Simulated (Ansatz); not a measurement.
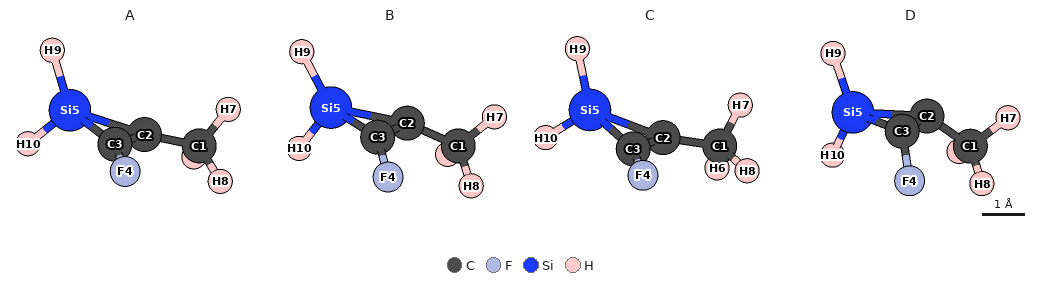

4 geometries from one relaxation of C3H5FSi (coarse preliminary run), in shuffled order. Style: ball-and-stick. Shown from a free direction.

The start comes from a force field.

Theory: RKS PBE-D4/def2-SVP (Ansatz 0.2.0). Settings: force threshold 0.03 eV/Å; at most 200 steps.

Put them in the order of the run, from the start to the converged end.

D, B, A, C. They are steps 0, 2, 4, 10, at +1.402 eV, +0.287 eV, +0.040 eV relative to the last. After 10 geometry steps the energy has fallen by 1.402 eV. The largest force component goes from 3.1 to 0.015 eV/Å. The forces were under the threshold at step 8, but the run went on from there. The atom that moves furthest after the best rigid fit is H10 (0.77 Å). Largest moves by element: H 0.77 Å, C 0.56 Å, F 0.39 Å, Si 0.15 Å. Among the contacts that change: C2–Si5 1.776 → 1.869 Å, C1–H8 1.034 → 1.109 Å, C3–Si5 1.775 → 1.823 Å, C2–C3 1.301 → 1.344 Å. Bond angles that change, for instance: F4–C3–Si5 129.6° → 154.0°, C1–C2–Si5 134.1° → 151.9°, C1–C2–C3 127.0° → 141.2°. Cost: 9.5 s on 4 threads of Arm Neoverse V2 (shared host).
